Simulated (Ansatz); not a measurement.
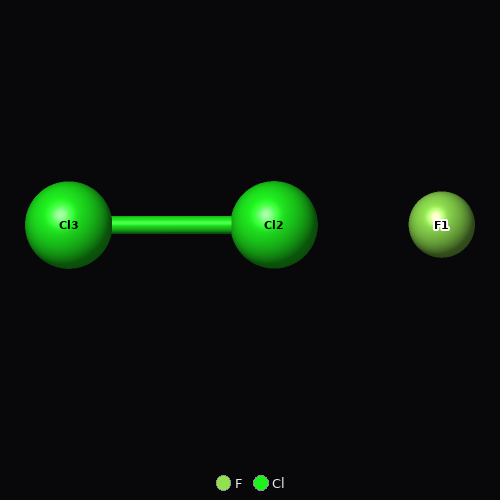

The system is the pair F···Cl₂, charge −1; the picture shows the reference structure. The turn is about an axis along (−0.48, −0.87, −0.05) in the frame of the relaxed pair, normal to the line between the partners. The first coordinate is: distance Cl2···F1; the second: turn of F1 about Cl2. The scan uses a 15 × 15 grid; 218 points were computed and 7 follow by symmetry. Points are written as (first, second). Energies: kcal/mol, counted from the ion and the molecule far apart, frozen as in the relaxed pair, each in its own basis (no counterpoise correction). Computed with Ansatz, RKS PBE0-D4/def2-TZVPD.

Its coordinates:

```xyz
3

F    -0.5301    0.3972   -1.8887
Cl   -0.0372    0.0278   -0.1314
Cl    0.5674   -0.4251    2.0201
```

Range: distance Cl2···F1 from 1.564 to 4.164 Å; turn of F1 about Cl2 from −60.0 to 60.0°.

**What will the energy surface look like?**

The lowest grid point is at (1.865 Å, 0.0°), −58.7 kcal/mol from the ion and the molecule far apart, frozen as in the relaxed pair, each in its own basis (no counterpoise correction). No other kind of well shows on this grid. The highest grid point, (1.564 Å, 60.0°), lies 66.0 kcal/mol above the lowest. Round the minimum the two coordinates are nearly uncoupled.

```csv
"turn of F1 about Cl2 ↓, distance Cl2···F1 →",1.564,1.629,1.735,1.865,2.014,2.179,2.358,2.549,2.752,2.965,3.187,3.419,3.659,3.908,4.164
60.0,7.4,0.0,−8.1,−14.1,−18.1,−20.1,−20.3,−19.2,−17.6,−15.9,−14.4,−13.1,−12.2,−11.6,−11.2
51.4,−2.8,−11.0,−19.4,−24.9,−27.4,−27.6,−26.1,−23.7,−21.0,−18.5,−16.4,−14.7,−13.4,−12.5,−11.9
42.9,−13.2,−21.5,−29.8,−34.6,−35.8,−34.4,−31.4,−27.8,−24.2,−20.9,−18.3,−16.1,−14.6,−13.4,−12.7
34.3,−22.7,−31.0,−39.0,−42.9,−43.0,−40.3,−36.1,−31.5,−27.0,−23.1,−20.0,−17.5,−15.6,−14.3,−13.3
25.7,−30.6,−38.8,−46.4,−49.7,−48.8,−45.1,−40.0,−34.5,−29.4,−25.0,−21.4,−18.6,−16.5,−15.0,−13.9
17.1,−36.6,−44.6,−51.9,−54.6,−53.1,−48.7,−42.8,−36.8,−31.2,−26.4,−22.5,−19.5,−17.2,−15.5,−14.3
8.6,−40.3,−48.2,−55.3,−57.7,−55.7,−50.8,−44.6,−38.2,−32.3,−27.2,−23.2,−20.0,−17.6,−15.8,−14.6
0.0,−41.5,−49.4,−56.4,−58.7,−56.6,−51.6,−45.2,−38.6,−32.6,−27.5,−23.4,−20.2,−17.8,−15.9,−14.7
−8.6,−40.3,−48.2,−55.3,−57.7,−55.7,−50.9,−44.6,−38.2,−32.3,−27.2,−23.2,−20.0,−17.6,−15.8,−14.6
−17.1,−36.6,−44.6,−51.9,−54.6,−53.1,−48.7,−42.9,−36.8,−31.2,−26.4,−22.5,−19.5,−17.2,−15.5,−14.3
−25.7,−30.7,−38.8,−46.4,−49.7,−48.9,−45.2,−40.0,−34.5,−29.4,−25.0,−21.4,−18.6,−16.5,−15.0,−13.9
−34.3,−22.8,−31.0,−39.0,−43.0,−43.0,−40.4,−36.2,−31.5,−27.0,−23.2,−20.0,−17.5,−15.6,−14.3,−13.3
−42.9,−13.3,−21.6,−29.9,−34.6,−35.8,−34.4,−31.5,−27.8,−24.2,−20.9,−18.3,−16.2,−14.6,−13.4,−12.7
−51.4,−2.9,−11.0,−19.5,−24.9,−27.5,−27.6,−26.1,−23.7,−21.0,−18.5,−16.4,−14.7,−13.4,−12.5,−11.9
−60.0,7.3,−0.1,−8.2,−14.2,−18.2,−20.1,−20.3,−19.3,−17.6,−15.9,−14.4,−13.1,−12.2,−11.6,−11.2
```

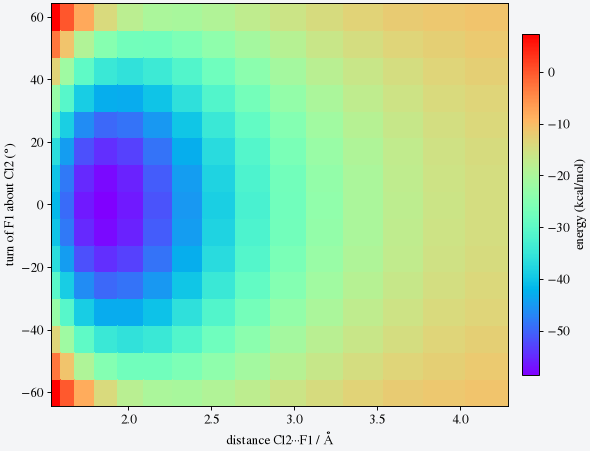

Drawn: one coloured cell a grid point.

Each point was launched as `ansatz run input.yaml --threads 1 --pin off --max-ram 2560MiB --backend cpu --events-out ev --progress --plain --runs-dir out`. The whole map (218 points run) took 35 min on 1 thread of Arm Neoverse N1, with other jobs on the host.
